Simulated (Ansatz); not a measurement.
**AlFNZn (charge −1): density, localisation and related maps**

```json
{"atom": "Al", "x (Å)": "0.8100", "y (Å)": "-0.5737", "z (Å)": "-0.2011"}
{"atom": "F", "x (Å)": "1.3086", "y (Å)": "-0.5043", "z (Å)": "-1.8424"}
{"atom": "N", "x (Å)": "-0.2524", "y (Å)": "-0.4131", "z (Å)": "1.1262"}
{"atom": "Zn", "x (Å)": "-2.0248", "y (Å)": "0.1720", "z (Å)": "1.0534"}
```

Geometry: PBE0-D3(BJ)/def2-SVPD.

Method: isolated molecule in a Gaussian basis; Kohn-Sham density functional theory, functional PBE0 in Ansatz.

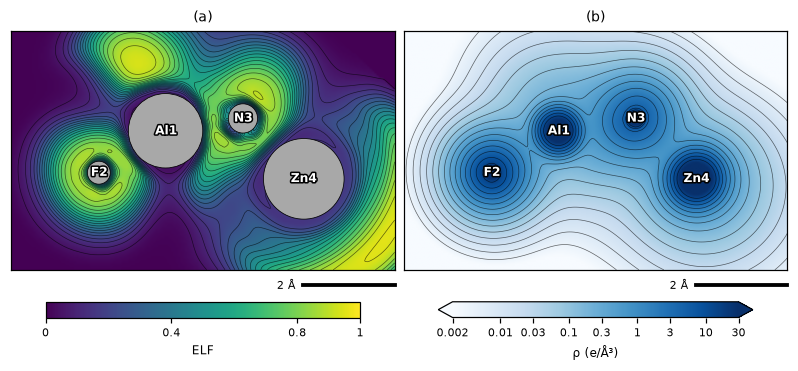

Figure 1. (a) ELF; (b) total electron density on the molecular plane. Grey discs cover the atomic cores in the ELF map.

Question: Interpret the plot.

Answer:
- Atoms in the plane: Al, F, N and Zn.
- Al–N (1.71 Å): ρ is about 0.88 e/Å³ halfway; the ELF peaks at about 0.80 in the valence shell of N, 0.6 Å from its nucleus, and is about 0.45 at the midpoint.
- Al–F (1.72 Å): the density is about 0.76 e/Å³ at the midpoint; the ELF peaks at about 0.85 in the valence shell of F, 0.6 Å from its nucleus, and is about 0.25 at the midpoint.
- Zn–N (1.87 Å): ρ is about 0.75 e/Å³ halfway; the ELF peaks at about 0.80 in the valence shell of N, 0.6 Å from its nucleus, and is about 0.20 at the midpoint.
- The ELF also peaks beside F2 and N3, away from the bonds: lone-pair regions.

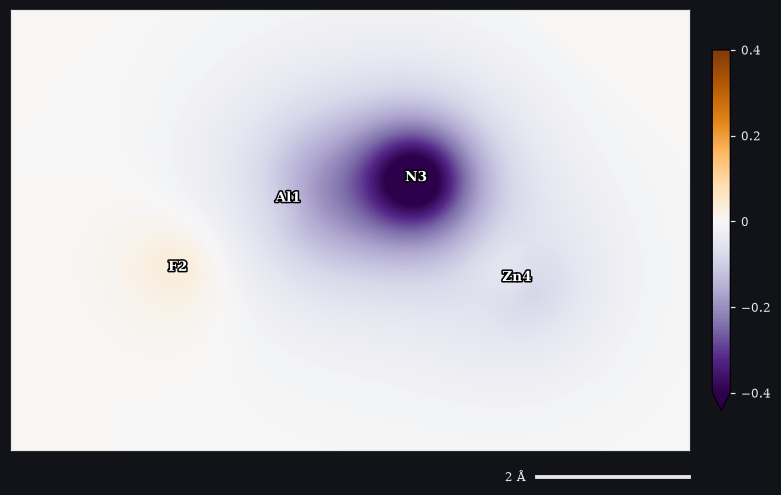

Figure 2. The HOMO−1 on a plane 0.8 Å above the molecular plane (values in Å⁻³ᐟ²; the overall sign is arbitrary).

Question: Where does this orbital lie, and at what energy?

Answer: It lies mainly on N3 (about 65 %), Al1 (about 25 %) and Zn4 (about 10 %); it changes sign across the molecular plane (π type); π-bonding across Al1–N3. Its energy is −1.86 eV.
